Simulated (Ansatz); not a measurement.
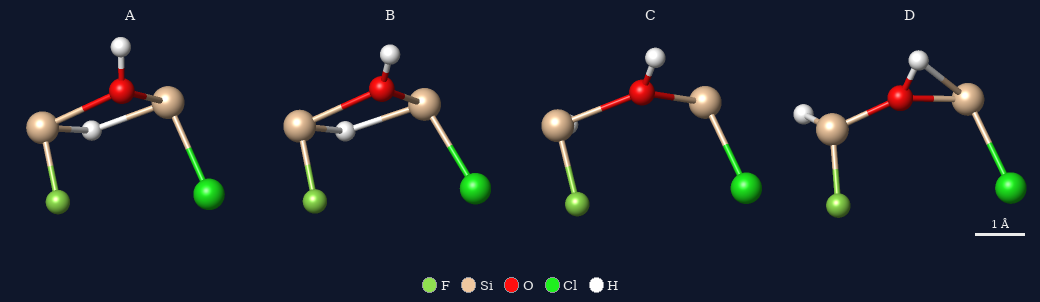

4 geometries from one relaxation of Si2H2OClF, in shuffled order. Style: ball-and-stick. Shown face on.

The run prepares an end point of a later path (hydrogen shift) calculation, from a guessed geometry.

Method: UKS PBE-D4/def2-SVP (Ansatz 0.2.0). (collinear spin; force threshold 0.02 eV/Å; at most 50 steps)

Question: Put them in the order of the run, from the start to the converged end.

Answer: D, C, B, A. They are steps 0, 3, 7, 18, at +106.5 kcal/mol, +20.6 kcal/mol, +1.79 kcal/mol relative to the last. Over 17 accepted moves (18 points after the start) the energy falls by 106.5 kcal/mol. Largest force component: 8.6 eV/Å at the start, 0.0055 eV/Å at the end. The line search rejected the trial step at point 13 of the run. An H atom moves most after the best rigid fit: 1.44 Å. Largest moves by element: H 1.44 Å, Cl 0.73 Å, Si 0.58 Å, O 0.48 Å, F 0.30 Å. Near-neighbour distances that change, for instance: H–Si 3.459 → 1.718 Å, H–Si 1.807 → 2.507 Å, O–Si 1.541 → 1.893 Å, O–Si 1.592 → 1.908 Å. New bonds form, among them: H–Si (3.46 → 1.72 Å). Bond angles that change, for instance: Si–O–Si 137.6° → 95.7°, O–Si–H 110.4° → 77.6°, Si–O–H 85.5° → 117.0°.
